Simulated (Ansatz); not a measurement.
**C2H3AlN with multiplicity 2: shift of H6 from C3 to Al4**

Wanted: the energy profile along the shift of H6 from C3 to Al4, from relaxed end points and a band of images. SMILES of the start: N=C=[CH][AlH].

Method: UKS LDA/def2-SVP, in Ansatz 0.2.0.

**1. The system as given**

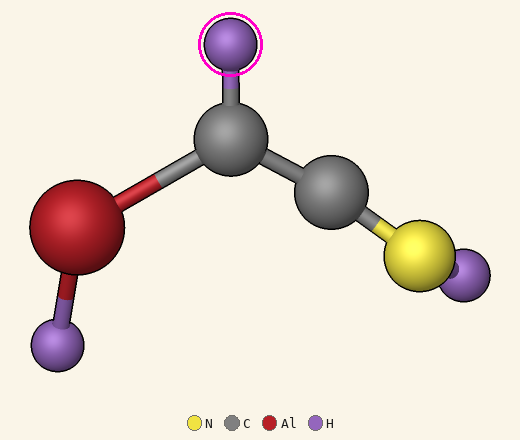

Start, viewed from a chosen angle; nitrogen yellow, carbon grey, aluminium red, hydrogen purple. Ringed: H6.

As a file:

```xyz
7

N    -1.7967   -0.4711   -0.0744
C    -0.6330   -0.4877    0.2709
C     0.5605   -0.2537    0.7268
Al    1.6467    1.2099   -0.0470
H    -2.1740   -0.9514   -0.8730
H     0.9918   -0.9068    1.4782
H     1.4047    1.8608   -1.4815
```

**2. End point A**

input.yaml reads:

```yaml
crystal:
  periodic: [false, false, false]
  atoms:
    - { symbol: "N", position_ang: [-1.79671, -0.47114, -0.07443] }
    - { symbol: C, position_ang: [-0.63299, -0.48771, 0.27088] }
    - { symbol: C, position_ang: [0.5605, -0.25369, 0.72681] }
    - { symbol: Al, position_ang: [1.64667, 1.20994, -0.04696] }
    - { symbol: H, position_ang: [-2.17396, -0.95138, -0.87297] }
    - { symbol: H, position_ang: [0.99176, -0.9068, 1.4782] }
    - { symbol: H, position_ang: [1.40474, 1.86077, -1.48153] }
magnetization:
  spin_polarized: true
  initial_magnetization: 1
basis:
  gaussian: { orbitals: def2-SVP }
hamiltonian:
  xc: lda
relax:
  f_tol: 0.02
  max_steps: 50
output:
  orbitals: {}
```

Launch:

```sh
> ansatz run input.yaml --threads 2 --pin off --max-ram 3072MiB --backend cpu --events-out ev --progress --plain --runs-dir out
```

What it wrote, cut to the lines that bear on the results:

```text
Warning: RAYON_NUM_THREADS=2 ignored (pool sized by the plan → 2); use --threads N
[...]
Functional definition: SPW92
[...]
855 factors; their error is unknown
[...]
mean field -10141.82763379 eV, -372.7052911642 hartree, gradient 2.4e-5 eV, S^2 0.751458; 0 other end points of the search recorded, 0 dependent functions left out
[...]
reference -10141.82766737 eV, -372.7052923983 hartree; 18, 17 occupied and 57, 58 virtual orbitals, 855 factors
relax step   1: F+E_penalty+E_count = -10141.82763379 eV  Δ(F+E_penalty+E_count) = +0.000e0 eV  max|allowed force component| = 1.504e0 eV/Å  Δτ_max = 0.0000 Å  (32 SCF iters, accepted)
[...]
Total energy: -10141.97946993 eV, -372.7108710394 hartree
Atom 0 at    -1.714192    -0.321212    -0.171079 Å, force     0.003114    -0.000915     0.003396 eV/Å
Atom 1 at    -0.572941    -0.375639     0.261735 Å, force    -0.001058    -0.000781    -0.001369 eV/Å
Atom 2 at     0.646062    -0.284085     0.762965 Å, force     0.000299    -0.002011     0.001351 eV/Å
Atom 3 at     1.723769     1.031578    -0.134705 Å, force    -0.003233     0.001275    -0.004163 eV/Å
Atom 4 at    -2.038853    -0.906607    -0.950748 Å, force     0.000690     0.000692    -0.000358 eV/Å
Atom 5 at     0.962517    -0.911903     1.613365 Å, force    -0.002816     0.000008     0.000702 eV/Å
Atom 6 at     0.993648     1.767858    -1.381532 Å, force     0.003005     0.001732     0.000441 eV/Å
Dipole moment:     0.011173    -0.297714    -0.093729 e Å
```

Wall time 13 s (2 threads of Arm Neoverse V1, shared host); peak memory 0.15 GiB.

The steps of the relaxation:

| step | energy from step 1 (eV) | largest force component (eV/Å) |
| --- | --- | --- |
| 1 | 0.0000 | 1.5040 |
| 2 | -0.0074 | 1.7651 |
| 3x | 0.0560 | 2.3557 |
| 4 | -0.0978 | 0.9064 |
| 5 | -0.1323 | 0.4975 |
| 6 | -0.1479 | 0.0998 |
| 7x | -0.1316 | 0.5231 |
| 8 | -0.1508 | 0.0404 |
| 9 | -0.1513 | 0.0439 |
| 10 | -0.1517 | 0.0650 |
| 11 | -0.1518 | 0.0404 |
| 12 | -0.1518 | 0.0042 |

Step 1 is the start. 2 steps were tried and not accepted (marked x).

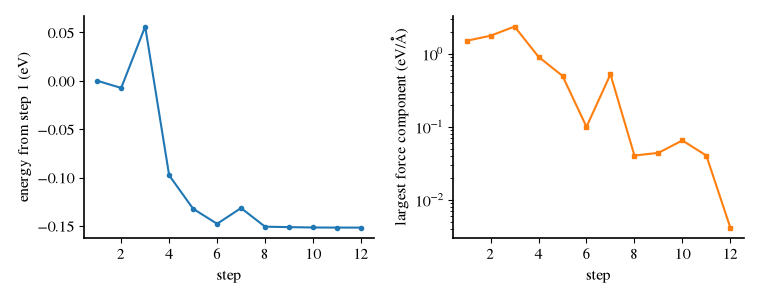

Energy and largest force along the relaxation.

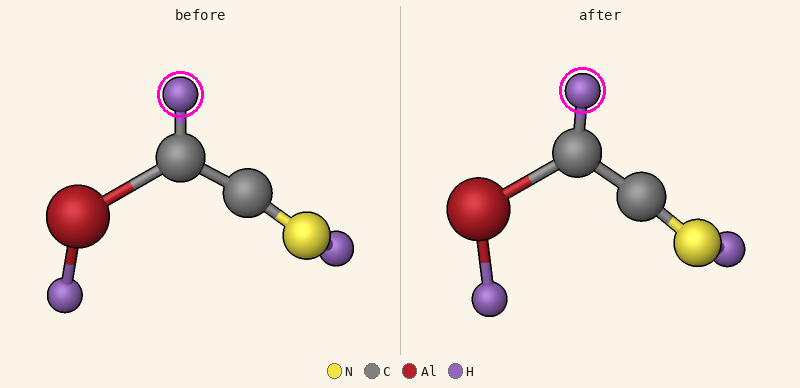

The structure before (left) and after (right), drawn at the same scale.

After: Bond lengths: N1–C2 1.222 Å, C2–C3 1.321 Å, C3–Al4 1.923 Å, N1–H5 1.028 Å, C3–H6 1.103 Å, Al4–H7 1.622 Å. Angles: N1–C2–C3 173.3°, C2–N1–H5 122.6°, C2–C3–Al4 112.8°, C2–C3–H6 121.2°, Al4–C3–H6 126.0°, C3–Al4–H7 114.7°.

**3. End point B**

The second end starts from a geometry with the move made by hand.

input.yaml, as its differences from that of step 2:

```diff
@@ -8,3 +8,3 @@
     - { symbol: H, position_ang: [-2.17396, -0.95138, -0.87297] }
-    - { symbol: H, position_ang: [0.99176, -0.9068, 1.4782] }
+    - { symbol: H, position_ang: [2.57861, 1.15613, 1.17787] }
     - { symbol: H, position_ang: [1.40474, 1.86077, -1.48153] }
@@ -20,3 +20 @@
   max_steps: 50
-output:
-  orbitals: {}
```

Launch:

```sh
> ansatz run input.yaml --threads 2 --pin off --max-ram 3072MiB --backend cpu --events-out ev --progress --plain --runs-dir out
```

What it wrote:

```text
Warning: RAYON_NUM_THREADS=2 ignored (pool sized by the plan → 2); use --threads N
The last accepted step is kept in <dir> (removed where the run ends without a failure and the disk answers)
Engine: ansatz 0.2.0, aarch64-unknown-linux-gnu
[... 1 set-up line as earlier in the session ...]
  exchange = slater_x
  correlation = pw_c
855 factors; their error is unknown
mean field evaluation 1: about -10130.2502 eV, gradient 4.1e1 eV
mean field evaluation 2: about -10052.1466 eV, gradient 9.4e1 eV
mean field evaluation 4: about -10137.3024 eV, gradient 2.0e1 eV
mean field evaluation 8: about -10140.0734 eV, gradient 1.1e0 eV
mean field evaluation 16: about -10140.0425 eV, gradient 1.8e-3 eV
mean field evaluation 32: about -10138.9696 eV, gradient 3.2e0 eV
mean field -10140.04247479 eV, -372.6396877809 hartree, gradient 2.9e-5 eV, S^2 0.755976; 4 other end points of the search recorded, 0 dependent functions left out
the calculation of the forces begins
reference -10140.04250874 eV, -372.6396890286 hartree; 18, 17 occupied and 57, 58 virtual orbitals, 855 factors
relax step   1: F+E_penalty+E_count = -10140.04247479 eV  Δ(F+E_penalty+E_count) = +0.000e0 eV  max|allowed force component| = 1.788e0 eV/Å  Δτ_max = 0.0000 Å  (86 SCF iters, accepted)
these checks for a lower state are left out or cut short: starts, cluster_reference, orbital_swaps, neighbouring_geometries, increment
855 factors; their error is unknown
mean field -10140.54502890 eV, -372.6581563040 hartree, gradient 3.8e-5 eV, S^2 0.755774; 0 other end points of the search recorded, 0 dependent functions left out
the calculation of the forces begins
reference -10140.54506352 eV, -372.6581575759 hartree; 18, 17 occupied and 57, 58 virtual orbitals, 855 factors
relax step   2: F+E_penalty+E_count = -10140.54502890 eV  Δ(F+E_penalty+E_count) = -5.026e-1 eV  max|allowed force component| = 9.961e-1 eV/Å  Δτ_max = 0.1929 Å  (35 SCF iters, accepted)
these checks for a lower state are left out or cut short: starts, cluster_reference, orbital_swaps, neighbouring_geometries, increment
855 factors; their error is unknown
mean field -10140.85992529 eV, -372.6697285326 hartree, gradient 4.7e-5 eV, S^2 0.755215; 0 other end points of the search recorded, 0 dependent functions left out
the calculation of the forces begins
reference -10140.85996043 eV, -372.6697298241 hartree; 18, 17 occupied and 57, 58 virtual orbitals, 855 factors
relax step   3: F+E_penalty+E_count = -10140.85992529 eV  Δ(F+E_penalty+E_count) = -3.149e-1 eV  max|allowed force component| = 4.938e-1 eV/Å  Δτ_max = 0.1950 Å  (33 SCF iters, accepted)
these checks for a lower state are left out or cut short: starts, cluster_reference, orbital_swaps, neighbouring_geometries, increment
855 factors; their error is unknown
mean field -10140.97120619 eV, -372.6738180302 hartree, gradient 4.5e-5 eV, S^2 0.755002; 0 other end points of the search recorded, 0 dependent functions left out
the calculation of the forces begins
reference -10140.97124188 eV, -372.6738193420 hartree; 18, 17 occupied and 57, 58 virtual orbitals, 855 factors
relax step   4: F+E_penalty+E_count = -10140.97120619 eV  Δ(F+E_penalty+E_count) = -1.113e-1 eV  max|allowed force component| = 6.314e-1 eV/Å  Δτ_max = 0.1926 Å  (32 SCF iters, accepted)
these checks for a lower state are left out or cut short: starts, cluster_reference, orbital_swaps, neighbouring_geometries, increment
855 factors; their error is unknown
mean field evaluation 64: about -10141.1120 eV, gradient 2.3e-2 eV
mean field -10141.07288255 eV, -372.6775545677 hartree, gradient 9.0e-6 eV, S^2 0.754674; 0 other end points of the search recorded, 0 dependent functions left out
the calculation of the forces begins
reference -10141.07291830 eV, -372.6775558816 hartree; 18, 17 occupied and 57, 58 virtual orbitals, 855 factors
relax step   5: F+E_penalty+E_count = -10141.07288255 eV  Δ(F+E_penalty+E_count) = -1.017e-1 eV  max|allowed force component| = 4.250e-1 eV/Å  Δτ_max = 0.2000 Å  (36 SCF iters, accepted)
these checks for a lower state are left out or cut short: starts, cluster_reference, orbital_swaps, neighbouring_geometries, increment
855 factors; their error is unknown
mean field -10141.14152317 eV, -372.6800770639 hartree, gradient 2.2e-5 eV, S^2 0.754377; 0 other end points of the search recorded, 0 dependent functions left out
the calculation of the forces begins
reference -10141.14155885 eV, -372.6800783752 hartree; 18, 17 occupied and 57, 58 virtual orbitals, 855 factors
relax step   6: F+E_penalty+E_count = -10141.14152317 eV  Δ(F+E_penalty+E_count) = -6.864e-2 eV  max|allowed force component| = 2.500e-1 eV/Å  Δτ_max = 0.1999 Å  (36 SCF iters, accepted)
these checks for a lower state are left out or cut short: starts, cluster_reference, orbital_swaps, neighbouring_geometries, increment
855 factors; their error is unknown
mean field -10141.18206367 eV, -372.6815668999 hartree, gradient 2.0e-5 eV, S^2 0.754301; 0 other end points of the search recorded, 0 dependent functions left out
the calculation of the forces begins
reference -10141.18209934 eV, -372.6815682107 hartree; 18, 17 occupied and 57, 58 virtual orbitals, 855 factors
relax step   7: F+E_penalty+E_count = -10141.18206367 eV  Δ(F+E_penalty+E_count) = -4.054e-2 eV  max|allowed force component| = 2.571e-1 eV/Å  Δτ_max = 0.1999 Å  (35 SCF iters, accepted)
these checks for a lower state are left out or cut short: starts, cluster_reference, orbital_swaps, neighbouring_geometries, increment
855 factors; their error is unknown
mean field -10141.16847119 eV, -372.6810673854 hartree, gradient 1.5e-5 eV, S^2 0.754393; 0 other end points of the search recorded, 0 dependent functions left out
the calculation of the forces begins
reference -10141.16850742 eV, -372.6810687168 hartree; 18, 17 occupied and 57, 58 virtual orbitals, 855 factors
relax step   8: F+E_penalty+E_count = -10141.16847119 eV  Δ(F+E_penalty+E_count) = +1.359e-2 eV  max|allowed force component| = 1.079e0 eV/Å  Δτ_max = 0.1966 Å  (35 SCF iters, rejected (line search))
these checks for a lower state are left out or cut short: starts, cluster_reference, orbital_swaps, neighbouring_geometries, increment
855 factors; their error is unknown
mean field evaluation 96: about -10141.1903 eV, gradient 1.6e-1 eV
mean field -10141.19111730 eV, -372.6818996145 hartree, gradient 3.2e-5 eV, S^2 0.754301; 0 other end points of the search recorded, 0 dependent functions left out
the calculation of the forces begins
reference -10141.19115306 eV, -372.6819009289 hartree; 18, 17 occupied and 57, 58 virtual orbitals, 855 factors
relax step   9: F+E_penalty+E_count = -10141.19111730 eV  Δ(F+E_penalty+E_count) = -9.054e-3 eV  max|allowed force component| = 1.681e-1 eV/Å  Δτ_max = 0.0983 Å  (31 SCF iters, accepted)
these checks for a lower state are left out or cut short: starts, cluster_reference, orbital_swaps, neighbouring_geometries, increment
855 factors; their error is unknown
mean field -10141.19398495 eV, -372.6820049987 hartree, gradient 1.4e-5 eV, S^2 0.754307; 0 other end points of the search recorded, 0 dependent functions left out
the calculation of the forces begins
reference -10141.19402069 eV, -372.6820063122 hartree; 18, 17 occupied and 57, 58 virtual orbitals, 855 factors
relax step  10: F+E_penalty+E_count = -10141.19398495 eV  Δ(F+E_penalty+E_count) = -2.868e-3 eV  max|allowed force component| = 1.191e-1 eV/Å  Δτ_max = 0.0573 Å  (31 SCF iters, accepted)
these checks for a lower state are left out or cut short: starts, cluster_reference, orbital_swaps, neighbouring_geometries, increment
855 factors; their error is unknown
mean field -10141.19485981 eV, -372.6820371494 hartree, gradient 2.4e-5 eV, S^2 0.754210; 0 other end points of the search recorded, 0 dependent functions left out
the calculation of the forces begins
reference -10141.19489545 eV, -372.6820384591 hartree; 18, 17 occupied and 57, 58 virtual orbitals, 855 factors
relax step  11: F+E_penalty+E_count = -10141.19485981 eV  Δ(F+E_penalty+E_count) = -8.749e-4 eV  max|allowed force component| = 1.897e-1 eV/Å  Δτ_max = 0.0719 Å  (31 SCF iters, accepted)
these checks for a lower state are left out or cut short: starts, cluster_reference, orbital_swaps, neighbouring_geometries, increment
855 factors; their error is unknown
mean field -10141.19638065 eV, -372.6820930390 hartree, gradient 2.0e-5 eV, S^2 0.754252; 0 other end points of the search recorded, 0 dependent functions left out
the calculation of the forces begins
reference -10141.19641629 eV, -372.6820943487 hartree; 18, 17 occupied and 57, 58 virtual orbitals, 855 factors
relax step  12: F+E_penalty+E_count = -10141.19638065 eV  Δ(F+E_penalty+E_count) = -1.521e-3 eV  max|allowed force component| = 1.785e-2 eV/Å  Δτ_max = 0.0388 Å  (31 SCF iters, accepted)
855 factors; their error is unknown
mean field evaluation 128: about -10140.1446 eV, gradient 1.2e1 eV
mean field -10141.19638065 eV, -372.6820930390 hartree, gradient 2.0e-5 eV, S^2 0.754252; 2 other end points of the search recorded, 0 dependent functions left out
the calculation of the forces begins
reference -10141.19641629 eV, -372.6820943487 hartree; 18, 17 occupied and 57, 58 virtual orbitals, 855 factors
Total energy: -10141.19641629 eV, -372.6820943487 hartree
Atom 0 at    -2.105603    -0.755490     0.045230 Å, force    -0.005103    -0.000642    -0.010071 eV/Å
Atom 1 at    -0.963148    -0.268604    -0.018291 Å, force    -0.011948     0.012421     0.017853 eV/Å
Atom 2 at     0.167314     0.342542    -0.013267 Å, force     0.002681    -0.016910    -0.008227 eV/Å
Atom 3 at     1.811677     1.233563     0.011141 Å, force    -0.004681     0.005849     0.003212 eV/Å
Atom 4 at    -2.293246    -1.680854    -0.369280 Å, force     0.013210     0.001751     0.000283 eV/Å
Atom 5 at     2.791468     0.989435     1.250215 Å, force     0.005793    -0.003122     0.001704 eV/Å
Atom 6 at     2.178398     2.202328    -1.206077 Å, force     0.000050     0.000652    -0.004755 eV/Å
Dipole moment:    -0.038116    -0.306536    -0.143980 e Å
```

Run time: 14 s. Hardware: 2 threads of Arm Neoverse V1, shared host; peak memory 0.16 GiB.

The steps of the relaxation:

```
step  energy from step 1 (eV)  largest force component (eV/Å)
   1                   0.0000                          1.7882
   2                  -0.5026                          0.9961
   3                  -0.8175                          0.4938
   4                  -0.9287                          0.6314
   5                  -1.0304                          0.4250
   6                  -1.0990                          0.2500
   7                  -1.1396                          0.2571
  8x                  -1.1260                          1.0793
   9                  -1.1486                          0.1681
  10                  -1.1515                          0.1191
  11                  -1.1524                          0.1897
  12                  -1.1539                          0.0179
```

Step 1 is the start. 1 step was tried and not accepted (marked x).

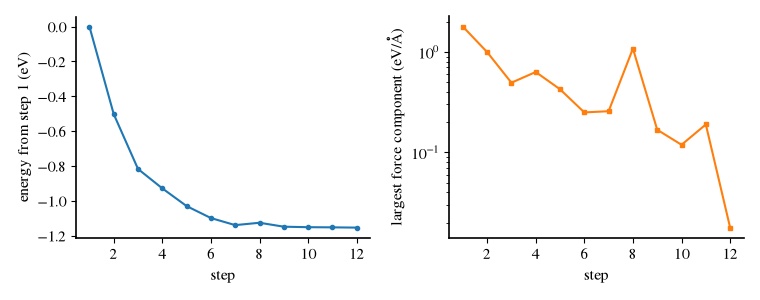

How energy and force went from step to step.

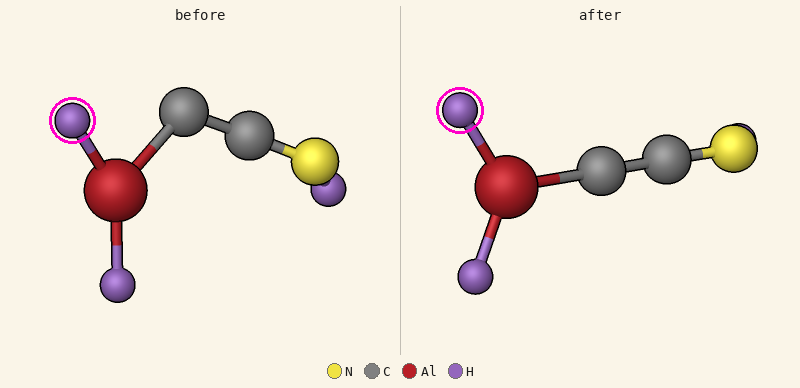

Before and after, at one scale.

After: Bond lengths: N1–C2 1.244 Å, C2–C3 1.285 Å, C3–Al4 1.870 Å, N1–H5 1.031 Å, Al4–H6 1.598 Å, Al4–H7 1.598 Å. Angles: N1–C2–C3 173.8°, C2–N1–H5 119.9°, C2–C3–Al4 179.5°, C3–Al4–H6 118.4°, C3–Al4–H7 118.7°, H6–Al4–H7 122.8°.

**4. The band**

crystal.atoms is end A as relaxed above, and neb.final_atoms is end B, turned to lie on A. With 5 inner images the band has 7 in all. The start path is listed, through a guess of the saddle.

input.yaml reads:

```yaml
crystal:
  periodic: [false, false, false]
  atoms:
    - { symbol: "N", position_ang: [-1.714192, -0.321212, -0.171079] }
    - { symbol: C, position_ang: [-0.572941, -0.375639, 0.261735] }
    - { symbol: C, position_ang: [0.646062, -0.284085, 0.762965] }
    - { symbol: Al, position_ang: [1.723769, 1.031578, -0.134705] }
    - { symbol: H, position_ang: [-2.038853, -0.906607, -0.950748] }
    - { symbol: H, position_ang: [0.962517, -0.911903, 1.613365] }
    - { symbol: H, position_ang: [0.993648, 1.767858, -1.381532] }
magnetization:
  spin_polarized: true
  initial_magnetization: 1
basis:
  gaussian: { orbitals: def2-SVP }
hamiltonian:
  xc: lda
neb:
  order_check: false
  images: 5
  f_tol: 0.05
  max_iterations: 60
  final_atoms:
    - { symbol: "N", position_ang: [-2.46066907, -0.67342334, -0.20466275] }
    - { symbol: C, position_ang: [-1.2583012, -0.36490373, -0.13101849] }
    - { symbol: C, position_ang: [-0.05325138, 0.04749205, 0.04001851] }
    - { symbol: Al, position_ang: [1.69906587, 0.64511121, 0.30587459] }
    - { symbol: H, position_ang: [-2.75906835, -1.42864178, -0.84021759] }
    - { symbol: H, position_ang: [2.57174365, -0.0424098, 1.4550663] }
    - { symbol: H, position_ang: [2.26049049, 1.8167654, -0.62505958] }
  initial_path:
    images:
      - { positions_ang: [[-1.714192, -0.321212, -0.171079], [-0.572941, -0.375639, 0.261735], [0.646062, -0.284085, 0.762965], [1.723769, 1.031578, -0.134705], [-2.038853, -0.906607, -0.950748], [0.962517, -0.911903, 1.613365], [0.993648, 1.767858, -1.381532]] }
      - { positions_ang: [[-1.810094, -0.36502636, -0.18932107], [-0.66966336, -0.45434196, 0.22900979], [0.53756022, -0.36872099, 0.73972092], [1.67053747, 0.9880302, -0.04246746], [-2.15128656, -0.87245756, -0.99719608], [1.27648171, -0.68221936, 1.58643555], [1.14647452, 1.75472603, -1.32618065]] }
      - { positions_ang: [[-1.905996, -0.40884072, -0.20756313], [-0.76638571, -0.53304493, 0.19628458], [0.42905844, -0.45335698, 0.71647685], [1.61730593, 0.9444824, 0.04977007], [-2.26372011, -0.83830811, -1.04364415], [1.59044641, -0.45253573, 1.55950609], [1.29930104, 1.74159406, -1.2708293]] }
      - { positions_ang: [[-2.001898, -0.45265507, -0.2258052], [-0.86310807, -0.61174789, 0.16355937], [0.32055667, -0.53799296, 0.69323277], [1.5640744, 0.9009346, 0.14200761], [-2.37615367, -0.80415867, -1.09009223], [1.90441112, -0.22285209, 1.53257664], [1.45212755, 1.72846209, -1.21547796]] }
      - { positions_ang: [[-2.15482169, -0.5262445, -0.21875772], [-0.99483911, -0.5294665, 0.06536675], [0.19595398, -0.34283129, 0.47549469], [1.60907155, 0.81566014, 0.19662993], [-2.5037919, -1.01231971, -1.00680068], [2.1268553, -0.16270466, 1.50673986], [1.72158187, 1.75789653, -1.01867183]] }
      - { positions_ang: [[-2.30774538, -0.59983392, -0.21171024], [-1.12657016, -0.44718512, -0.03282587], [0.0713513, -0.14766962, 0.2577566], [1.65406871, 0.73038567, 0.25125226], [-2.63143012, -1.22048074, -0.92350913], [2.34929947, -0.10255723, 1.48090308], [1.99103618, 1.78733096, -0.8218657]] }
      - { positions_ang: [[-2.46066907, -0.67342334, -0.20466275], [-1.2583012, -0.36490373, -0.13101849], [-0.05325138, 0.04749205, 0.04001851], [1.69906587, 0.64511121, 0.30587459], [-2.75906835, -1.42864178, -0.84021759], [2.57174365, -0.0424098, 1.4550663], [2.26049049, 1.8167654, -0.62505958]] }
```

Launch:

```sh
> ansatz run input.yaml --threads 2 --pin off --max-ram 3072MiB --backend cpu --events-out ev --progress --plain --runs-dir out
```

What it wrote, cut to the lines that bear on the results:

```text
Warning: RAYON_NUM_THREADS=2 ignored (pool sized by the plan → 2); use --threads N
[...]
[... 1 set-up line as earlier in the session ...]
[...]
855 factors; their error is unknown
[...]
mean field -10141.97943415 eV, -372.7108697244 hartree, gradient 2.6e-5 eV, S^2 0.751510; 0 other end points of the search recorded, 0 dependent functions left out
[...]
reference -10141.97946690 eV, -372.7108709279 hartree; 18, 17 occupied and 57, 58 virtual orbitals, 855 factors
855 factors; their error is unknown
[...]
NEB iter   7: max|band force component| = 5.005e-1 eV/Å  barrier→ = 2.2537 eV  barrier← = 1.4707 eV  Δτ_max = 0.2000 Å  (163 SCF iters)
[...]
NEB iter  10: max|band force component| = 7.448e-1 eV/Å  barrier→ = 1.7470 eV  barrier← = 0.9639 eV  Δτ_max = 0.0507 Å  (160 SCF iters)
[...]
NEB iter  12: max|band force component| = 6.349e-1 eV/Å  barrier→ = 1.4626 eV  barrier← = 0.6796 eV  Δτ_max = 0.0501 Å  (159 SCF iters)
NEB iter  13: max|band force component| = 8.229e-1 eV/Å  barrier→ = 1.4520 eV  barrier← = 0.6689 eV  CI = image 4  Δτ_max = 0.0502 Å  (158 SCF iters)
```

**5. The log goes on: band between the two ends**

Output, continued, cut to the lines that bear on the results:

```text
NEB iter  14: max|band force component| = 9.703e-1 eV/Å  barrier→ = 1.4757 eV  barrier← = 0.6926 eV  CI = image 4  Δτ_max = 0.1002 Å  (163 SCF iters)
[...]
NEB iter  22: max|band force component| = 5.070e-1 eV/Å  barrier→ = 1.8521 eV  barrier← = 1.0690 eV  CI = image 4  Δτ_max = 0.1948 Å  (159 SCF iters)
[...]
Atom 3 at     1.743182     0.964708     0.062169 Å, force     0.000016     0.000014     0.000011 eV/Å
Atom 4 at    -2.574145    -1.613791    -0.382031 Å, force     0.000022    -0.000011    -0.000018 eV/Å
Atom 5 at     1.011226    -0.038378     1.189344 Å, force    -0.000005    -0.000006     0.000000 eV/Å
Atom 6 at     2.971328     1.620146    -0.709993 Å, force     0.000002    -0.000003    -0.000003 eV/Å
Dipole moment:     0.171994    -0.123598    -0.126790 e Å
this run last wrote the band of iteration 46 to <dir>
```

It took 3.3 min on 2 threads of Arm Neoverse V1, shared host; peak memory 0.14 GiB.

(Part 1 of 3 ends here.)
